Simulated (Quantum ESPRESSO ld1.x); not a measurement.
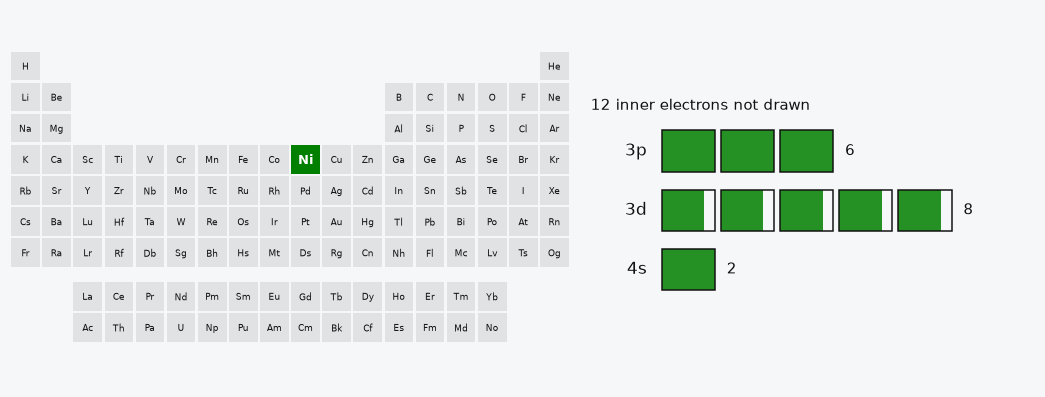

*Left, the place of nickel in the periodic table; right, the outer shells as the input fills them: a box for each of the 2l + 1 orbitals, shaded by the share of the shell that is filled, with the electron count at the right.*

## Atomic calculation for Ni

- system: a free Ni atom in the configuration [Ar] 3d8 4s2.
- method: scalar-relativistic Kohn-Sham, PBE, spin-unpolarised, spherical densities, point nucleus (Quantum ESPRESSO ld1.x 7.5)

Summary:

- outcome: converged
- total energy: −1520.5379 hartree
- kinetic energy: 1541.6565 hartree
- electron–nucleus energy: −3649.4625 hartree
- Hartree energy: 650.495978 hartree
- exchange–correlation energy: −63.227888 hartree
- radius at density 0.001 e/bohr³: 4.31 bohr
- SCF iterations: 30
- hardware: 1 CPU thread, shared host
- wall time: 0.65 s

Input:
```
 &input
    zed=28.0,
    iswitch=1,
    rel=1,
    dft='PBE',
    config='[Ar] 3d8 4s2',
    prefix='ld1',
    max_out_wfc=37,
    file_charge='ld1.rho',
 /
```

Command:
```bash
OMP_NUM_THREADS=1 ld1.x < ld1.in > ld1.out
```

The program's output:
```
     Program LD1 v.7.5 starts

     --------------------------- All-electron run ----------------------------

     scalar relativistic calculation

     atomic number is 28.00
     dft =PBE   lsd =0 sic =0 latt =0  beta=0.20 tr2=1.0E-14
     Exchange-correlation= PBE
                           (   1   4   3   4   0   0   0)
     mesh =1993 r(mesh) =  99.86262 a.u. xmin = -8.00 dx = 0.00800
     1 Ry =  13.60569312 eV, c = 137.03599908

     n l     nl                  e(Ry)          e(Ha)          e(eV)
     1 0     1S 1( 2.00)      -603.5861      -301.7931     -8212.2075
     2 0     2S 1( 2.00)       -72.1633       -36.0817      -981.8320
     2 1     2P 1( 6.00)       -62.0830       -31.0415      -844.6829
     3 0     3S 1( 2.00)        -8.1627        -4.0814      -111.0592
     3 1     3P 1( 6.00)        -5.2469        -2.6235       -71.3879
     3 2     3D 1( 8.00)        -0.6522        -0.3261        -8.8740
     4 0     4S 1( 2.00)        -0.4147        -0.2074        -5.6429

     final scf error:  8.9E-15 reached in  30 iterations

     Etot =   -3041.075762 Ry,   -1520.537881 Ha,  -41375.943579 eV

     Ekin =    3083.313029 Ry,    1541.656514 Ha,   41950.610868 eV
     Encl =   -7298.924971 Ry,   -3649.462486 Ha,  -99306.933289 eV
     Eh   =    1300.991957 Ry,     650.495978 Ha,   17700.897322 eV
     Exc  =    -126.455776 Ry,     -63.227888 Ha,   -1720.518480 eV

     normalization and overlap integrals

     s(1S/1S) =  1.000000  <r> =   0.0541  <r2> =    0.0039  r(max) =   0.0354
     s(1S/2S) = -0.003730
     s(1S/3S) = -0.001381
     s(1S/4S) = -0.000335
     s(2S/2S) =  1.000000  <r> =   0.2449  <r2> =    0.0708  r(max) =   0.2043
     s(2S/3S) = -0.000796
     s(2S/4S) = -0.000189
     s(2P/2P) =  1.000000  <r> =   0.2153  <r2> =    0.0569  r(max) =   0.1646
     s(2P/3P) = -0.000632
     s(3S/3S) =  1.000000  <r> =   0.7400  <r2> =    0.6327  r(max) =   0.6413
     s(3S/4S) = -0.000110
     s(3P/3P) =  1.000000  <r> =   0.7785  <r2> =    0.7159  r(max) =   0.6465
     s(3D/3D) =  1.000000  <r> =   1.0109  <r2> =    1.3884  r(max) =   0.6312
     s(4S/4S) =  1.000000  <r> =   2.8072  <r2> =    9.2337  r(max) =   2.2340

     ------------------------ End of All-electron run ------------------------
```

Orbitals:

| orbital | occupation | energy (eV) | ⟨r⟩ (bohr) | outer maximum (bohr) |
| --- | --- | --- | --- | --- |
| 1s | 2 | −8212.2 | 0.05409 | 0.0354 |
| 2s | 2 | −981.832 | 0.2449 | 0.204 |
| 2p | 6 | −844.683 | 0.2153 | 0.165 |
| 3s | 2 | −111.059 | 0.7400 | 0.641 |
| 3p | 6 | −71.388 | 0.7785 | 0.646 |
| 3d | 8 | −8.874 | 1.011 | 0.631 |
| 4s | 2 | −5.643 | 2.807 | 2.23 |

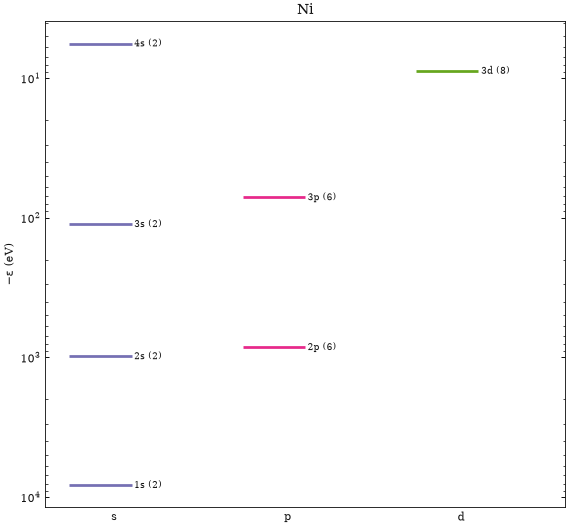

*All occupied levels, on a logarithmic scale of binding energy, are drawn by angular momentum (occupations in brackets).*

The highest occupied level is 4s at −5.64 eV. The highest 6 occupied levels, from the top down, are 4s (−5.64 eV), 3d (−8.87 eV), 3p (−71.4 eV), 3s (−111.1 eV), 2p (−844.7 eV), 2s (−981.8 eV). The open 3d shell lies under a filled one.

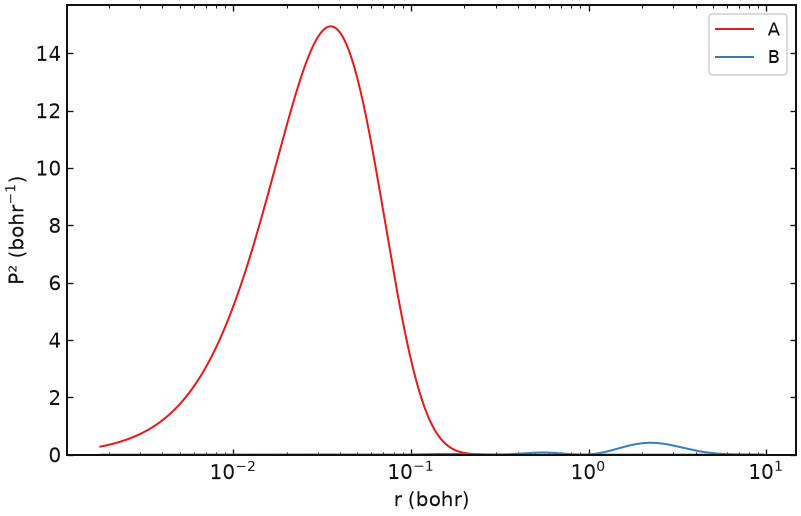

*The radial probability densities P² of 4s and 1s.*

A is 1s; B is 4s. 1s: outer maximum at 0.0354 bohr, ⟨r⟩ = 0.0541 bohr, 0 nodes, eigenvalue −8212 eV; 4s: outer maximum at 2.23 bohr, ⟨r⟩ = 2.81 bohr, 3 nodes, eigenvalue −5.64 eV.

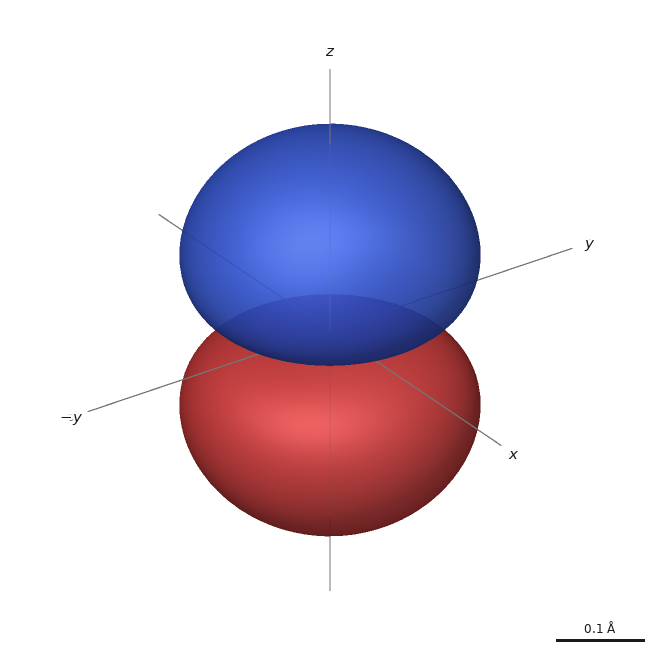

*The 2p(z) orbital. The radial function comes from the spherical calculation and is multiplied by a real spherical harmonic; the overall sign is chosen so that the largest lobe of P(r) is positive; at the scalar-relativistic level it is the large component. The surface of constant |ψ| that holds about 95 % of the electron is drawn, blue where ψ is positive and red where it is negative.*

It has the nodal plane xy and no radial node. The maximum of P² lies at 0.165 bohr, ⟨r⟩ = 0.215 bohr, 90 % of the charge lies within 0.352 bohr, and the eigenvalue is −844.7 eV, with 6 electrons in the shell.
